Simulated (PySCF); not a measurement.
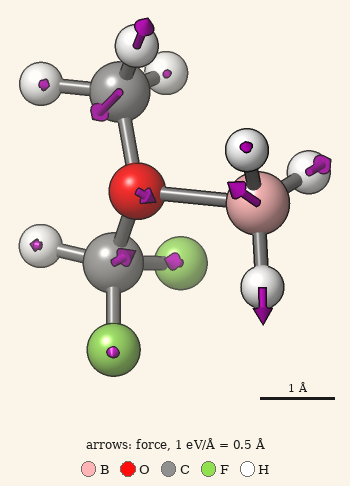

Starting geometry of C2H7BF2O with the computed forces as purple arrows. The picture is a ball-and-stick view, seen from a free direction.

The start comes from GFN2-xTB. Its atoms were then displaced at random by about 0.01 Å.

Method: PBE0-D3(BJ)/def2-SVP geometry optimisation, gas phase (PySCF 2.14.0, density-fitted response routines). 

### Is this structure relaxed? If not, where do the atoms go?

It isn't relaxed: the largest force vector, on a C atom, is 1.76 eV/Å. The final displacements have little in common with the starting forces (cosine between the two patterns 0.13). The largest move after the best rigid fit is that of an H atom, 0.25 Å. By element the largest moves are H 0.25 Å, F 0.13 Å, O 0.10 Å, C 0.06 Å, B 0.05 Å. Some distances before and after: B–O 1.781 → 1.720 Å, B–H 1.168 → 1.219 Å, C–H 1.058 → 1.094 Å, C–F 1.352 → 1.331 Å. Among the angles between lasting bonds that change: B–O–C 114.4° → 119.5°, H–B–H 119.2° → 115.9°, H–C–H 108.6° → 111.3°. After 11 geometry steps the energy has fallen by 12.9 kJ/mol. Cost: 62 s on 1 thread of Arm Neoverse V1 (shared host).
